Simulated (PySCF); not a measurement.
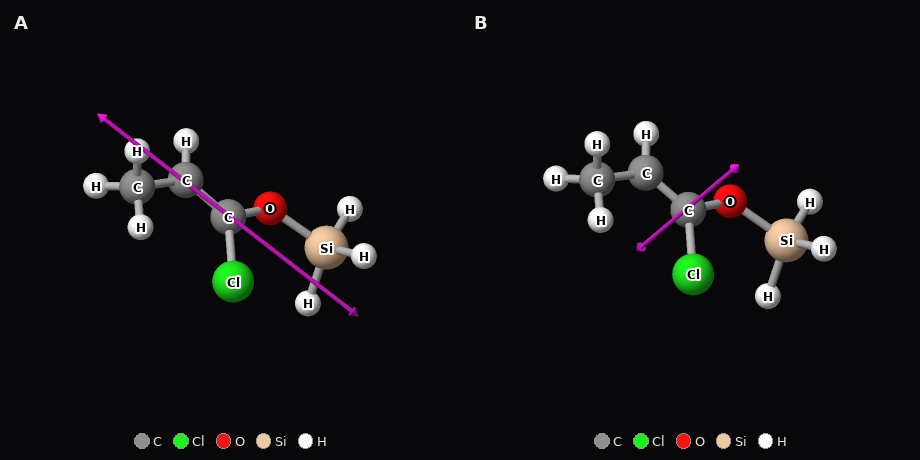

The double arrows show the directions of two transition dipoles from the ground state (lengths mean nothing). The geometry was computed by an optimisation with GFN2-xTB. No frequency run is at hand to confirm it as a minimum. Level of theory: TDDFT ωB97X-D/def2-SVPD, vertical, gas phase, core orbitals frozen in the response (PySCF 2.14.0).

### One belongs to singlet state 3 and one to singlet state 5. Which is which?

A: state 3, 6.70 eV (185 nm), oscillator strength 0.48, mainly HOMO → LUMO+2 (weight 0.96).
B: state 5, 7.57 eV (164 nm), oscillator strength 0.026, mainly HOMO → LUMO+3 (weight 0.61).

The geometry is semi-empirical. Around Si such bond lengths and angles can be off by a tenth of an ångström or more and by several degrees, and values that hang on the shape move with them.
